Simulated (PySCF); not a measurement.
## Two runs on C₈H₁₂O

System: C₈H₁₂O, SMILES CC(C)C1=CC(=O)CC1.
Method of the first run: GIAO PBE0/pcSseg-1 NMR shielding, non-relativistic, gas phase (PySCF 2.14.0).

The geometry comes from this level: PBE0-D3(BJ)/def2-SVP. Text and figures count atoms from 1; the logs count them from 0 in places.

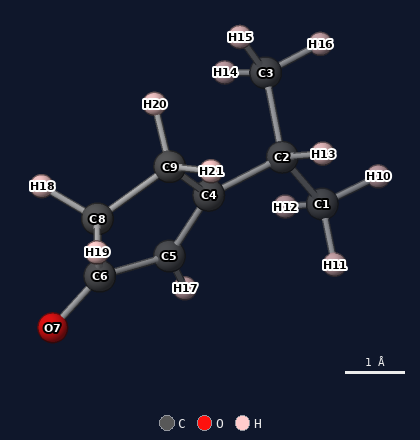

Figure 1. The input geometry (ball-and-stick view, seen at a tilt; atoms are numbered from 1 in the order of the input). Bond lengths as drawn: C–C 1.35 to 1.53 Å, C–H 1.09 to 1.11 Å and C–O 1.21 Å.

Input file, the first run:
```
{"job": {"kind": "nmr", "xc": "PBE0", "basis": "pcSseg-1"}, "charge": 0, "multiplicity": 1}
C     -2.071478     1.140717     0.683373
C     -1.285506    -0.161270     0.616242
C     -1.928155    -1.142417    -0.371251
C      0.165242     0.039167     0.293142
C      0.759540     1.165453    -0.148582
C      2.203868     0.954611    -0.350993
O      3.016027     1.764183    -0.729417
C      2.497834    -0.500123     0.011557
C      1.157729    -1.088486     0.448026
H     -3.106948     0.951529     1.003682
H     -1.619376     1.850043     1.392216
H     -2.113609     1.628431    -0.303413
H     -1.315719    -0.638428     1.614947
H     -1.914308    -0.726695    -1.391078
H     -1.408327    -2.111301    -0.392386
H     -2.976409    -1.332623    -0.095587
H      0.284118     2.128390    -0.335434
H      2.928338    -1.002080    -0.868580
H      3.269904    -0.526993     0.795274
H      0.858475    -1.959156    -0.158590
H      1.163234    -1.439111     1.494575
```

The first line tells a small driver script what to run in PySCF; the rest is the geometry in Å.

Hardware: 1 CPU thread, shared host.

Output (the first run):
```
coarse grid: 17216 points
cycle   1  E = -386.5813593707  dE =  1.207e+00  |g| = 8.230e-01  |ddm| = 4.134e+00
cycle   2  E = -386.1882382736  dE =  3.931e-01  |g| = 1.627e+00  |ddm| = 3.038e+00
cycle   3  E = -386.7145401101  dE = -5.263e-01  |g| = 2.270e-01  |ddm| = 2.387e+00
cycle   4  E = -386.7265634755  dE = -1.202e-02  |g| = 6.251e-02  |ddm| = 2.891e-01
cycle   5  E = -386.7274252647  dE = -8.618e-04  |g| = 2.065e-02  |ddm| = 7.975e-02
cycle   6  E = -386.7275150050  dE = -8.974e-05  |g| = 7.986e-03  |ddm| = 2.349e-02
cycle   7  E = -386.7275306209  dE = -1.562e-05  |g| = 1.611e-03  |ddm| = 8.968e-03
cycle   8  E = -386.7275311522  dE = -5.313e-07  |g| = 5.376e-04  |ddm| = 2.641e-03
final grid: 165336 points
cycle   9  E = -386.7941381704  dE = -3.638e-05  |g| = 1.297e-02  |ddm| = 4.553e-02
cycle  10  E = -386.7940512362  dE =  8.693e-05  |g| = 2.459e-02  |ddm| = 3.430e-02
cycle  11  E = -386.7941732081  dE = -1.220e-04  |g| = 2.996e-03  |ddm| = 2.530e-02
cycle  12  E = -386.7941751131  dE = -1.905e-06  |g| = 1.947e-04  |ddm| = 2.765e-03
cycle  13  E = -386.7941751210  dE = -7.816e-09  |g| = 7.999e-05  |ddm| = 3.613e-04
cycle  14  E = -386.7941751224  dE = -1.400e-09  |g| = 2.714e-05  |ddm| = 1.055e-04
cycle  15  E = -386.7941751225  dE = -1.666e-10  |g| = 7.128e-06  |ddm| = 3.602e-05
converged SCF energy = -386.7941751225

GIAO shielding tensors (ppm)
atom      isotropic    diamagn.    paramagn.     s11        s22        s33       span
  0 C      162.680     247.538     -84.858    148.466    156.201    183.374     34.908
  1 C      149.522     244.012     -94.490    136.575    152.562    159.430     22.854
  2 C      161.244     247.682     -86.438    147.925    151.758    184.048     36.123
  3 C       -9.643     264.170    -273.813   -130.202    -34.170    135.444    265.646
  4 C       49.682     251.690    -202.008    -38.659     49.769    137.936    176.596
  5 C      -23.355     250.456    -273.811   -100.505    -28.886     59.326    159.831
  6 O     -279.311     395.092    -674.403   -832.198   -354.361    348.625   1180.824
  7 C      148.254     253.688    -105.435    134.477    140.343    169.940     35.463
  8 C      152.075     248.016     -95.941    136.560    149.641    170.025     33.465
  9 H       30.073      28.674       1.400     25.578     28.064     36.578     11.001
 10 H       29.911      30.368      -0.457     25.725     27.632     36.378     10.652
 11 H       30.060      30.910      -0.850     26.851     28.158     35.172      8.320
 12 H       29.119      31.842      -2.723     25.295     28.138     33.925      8.631
 13 H       30.587      30.625      -0.038     27.467     28.384     35.910      8.443
 14 H       29.820      30.691      -0.871     24.602     29.384     35.473     10.872
 15 H       30.050      29.216       0.834     25.866     27.789     36.496     10.630
 16 H       25.298      34.088      -8.791     22.438     23.655     29.800      7.363
 17 H       29.100      29.006       0.094     24.883     27.914     34.503      9.620
 18 H       29.063      28.426       0.638     24.884     27.729     34.577      9.693
 19 H       28.647      31.204      -2.557     23.210     29.694     33.037      9.827
 20 H       29.101      30.499      -1.398     24.172     28.795     34.337     10.164
```

The second run used a changed input.

The two runs side by side:

```csv
quantity,the first run,the second run
outcome,converged,converged
total energy (hartree),−386.794175,−387.121619
HOMO (eV),−6.92,−8.85
LUMO (eV),−1.13,0.63
dipole moment (D),4.45,4.50
shielding of C2 (ppm),149.5,150.8
shielding of C4 (ppm),−9.6,−10.0
shielding of C6 (ppm),−23.4,−25.5
shielding of O7 (ppm),−279.3,−274.2
shielding of C9 (ppm),152.1,152.8
shielding of H13 (ppm),29.1,29.3
shielding of H20 (ppm),28.6,28.8
SCF iterations,15,14
basis functions,213,213
wall time (shared host),41 s,51 s
```

What was changed in the input?

The change (lines with − go, lines with + come):
```diff
-"xc": "PBE0"
+"xc": "wB97X-D"
+"pop": false
```

The total energies belong to different methods, so their difference says nothing on which is more stable or more accurate. The HOMO goes from −6.92 to −8.85 eV. The LUMO goes from −1.13 to 0.63 eV. The dipole moment goes from 4.45 to 4.50 D. Of all shieldings, the largest change is that of O7, by +5.1 ppm. The functional changes from PBE0 to wB97X-D. The SCF takes 14 iterations against 15.

Output (the second run):
```
coarse grid: 17216 points
cycle   1  E = -386.8970290828  dE =  1.598e+00  |g| = 8.514e-01  |ddm| = 4.100e+00
cycle   2  E = -386.7183243996  dE =  1.787e-01  |g| = 1.352e+00  |ddm| = 2.428e+00
cycle   3  E = -387.0501889556  dE = -3.319e-01  |g| = 8.376e-02  |ddm| = 1.602e+00
cycle   4  E = -387.0518587724  dE = -1.670e-03  |g| = 4.278e-02  |ddm| = 1.193e-01
cycle   5  E = -387.0523423094  dE = -4.835e-04  |g| = 7.243e-03  |ddm| = 5.344e-02
cycle   6  E = -387.0523659101  dE = -2.360e-05  |g| = 2.949e-03  |ddm| = 1.896e-02
cycle   7  E = -387.0523696646  dE = -3.755e-06  |g| = 1.595e-03  |ddm| = 7.427e-03
final grid: 165336 points
cycle   8  E = -387.1216130941  dE = -2.565e-04  |g| = 4.073e-03  |ddm| = 6.071e-02
cycle   9  E = -387.1216172153  dE = -4.121e-06  |g| = 2.738e-03  |ddm| = 1.056e-02
cycle  10  E = -387.1216188362  dE = -1.621e-06  |g| = 9.725e-04  |ddm| = 3.377e-03
cycle  11  E = -387.1216190971  dE = -2.610e-07  |g| = 3.291e-04  |ddm| = 1.613e-03
cycle  12  E = -387.1216191232  dE = -2.605e-08  |g| = 7.356e-05  |ddm| = 3.571e-04
cycle  13  E = -387.1216191248  dE = -1.658e-09  |g| = 4.386e-05  |ddm| = 2.452e-04
cycle  14  E = -387.1216191253  dE = -4.520e-10  |g| = 1.627e-05  |ddm| = 4.610e-05
converged SCF energy = -387.1216191253

GIAO shielding tensors (ppm)
atom      isotropic    diamagn.    paramagn.     s11        s22        s33       span
  0 C      162.660     247.284     -84.624    148.447    156.588    182.943     34.496
  1 C      150.755     244.090     -93.335    138.503    152.946    160.817     22.314
  2 C      161.276     247.548     -86.271    148.536    151.788    183.506     34.970
  3 C       -9.974     264.539    -274.512   -134.472    -31.575    136.125    270.597
  4 C       49.682     253.183    -203.501    -40.356     52.100    137.302    177.659
  5 C      -25.486     250.662    -276.148   -102.973    -33.877     60.391    163.364
  6 O     -274.174     395.620    -669.795   -822.654   -353.707    353.839   1176.493
  7 C      148.221     253.759    -105.538    133.751    140.403    170.509     36.757
  8 C      152.848     248.303     -95.455    137.121    150.408    171.014     33.893
  9 H       30.183      28.709       1.474     25.680     28.166     36.702     11.023
 10 H       30.034      30.476      -0.442     25.850     27.783     36.469     10.619
 11 H       30.158      31.071      -0.913     26.965     28.241     35.267      8.301
 12 H       29.329      32.013      -2.685     25.503     28.368     34.115      8.612
 13 H       30.679      30.828      -0.148     27.531     28.509     35.999      8.468
 14 H       29.951      30.875      -0.924     24.762     29.516     35.575     10.813
 15 H       30.167      29.275       0.892     25.964     27.906     36.631     10.667
 16 H       25.445      34.255      -8.810     22.663     23.702     29.970      7.307
 17 H       29.224      29.074       0.150     24.948     28.086     34.638      9.691
 18 H       29.186      28.425       0.761     24.944     27.904     34.709      9.765
 19 H       28.835      31.508      -2.673     23.431     29.862     33.211      9.780
 20 H       29.268      30.726      -1.458     24.355     28.975     34.475     10.119
```
